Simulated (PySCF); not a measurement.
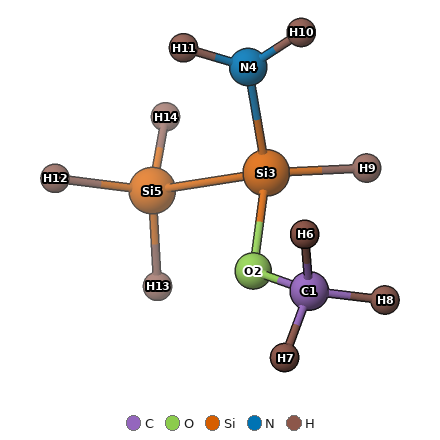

CH₉NOSi₂, SMILES CO[Si@H](N)[SiH3]. Vertical core-electron binding energies by ΔSCF (SCAN, pcX-2 on the ionised atom, pcseg-1 elsewhere, spin-free X2C; PySCF, at a PBE0-D3(BJ)/def2-SVP geometry (no frequency check)), gas phase, against the vacuum level. One atom of each kind was ionised; within a panel, areas follow the number of like atoms and 2j + 1 (2p levels are split by first-order spin-orbit coupling, an approximation), each panel is scaled alone, Gaussians of 0.6 eV full width. Only the regions named are shown. Lines closer than the width merge in the curve. The order of lines from different atoms under 0.3 eV apart is within the error of the method.

### Predict the Si 2p and Si 1s photoelectron lines.

| level | atoms | binding energy (eV) |
| --- | --- | --- |
| Si 2p1/2 | Si3 | 107.5 |
| Si 2p1/2 | Si5 | 106.9 |
| Si 2p3/2 | Si3 | 106.9 |
| Si 2p3/2 | Si5 | 106.3 |
| Si 1s | Si3 | 1846.8 |
| Si 1s | Si5 | 1846.0 |

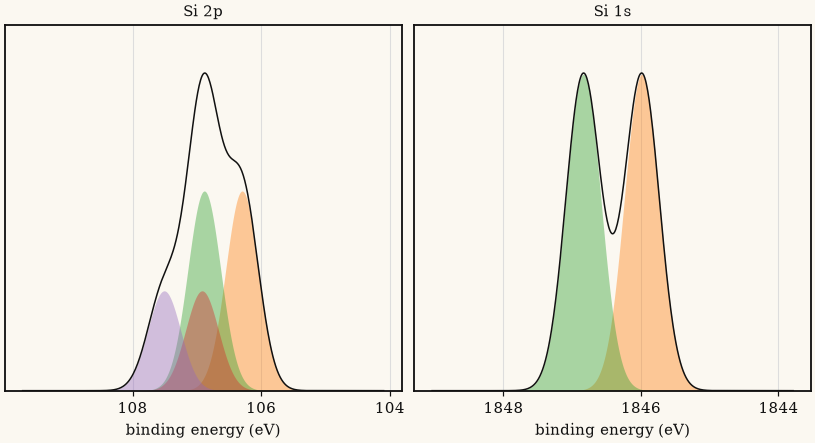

Note: one conformer of a flexible molecule.
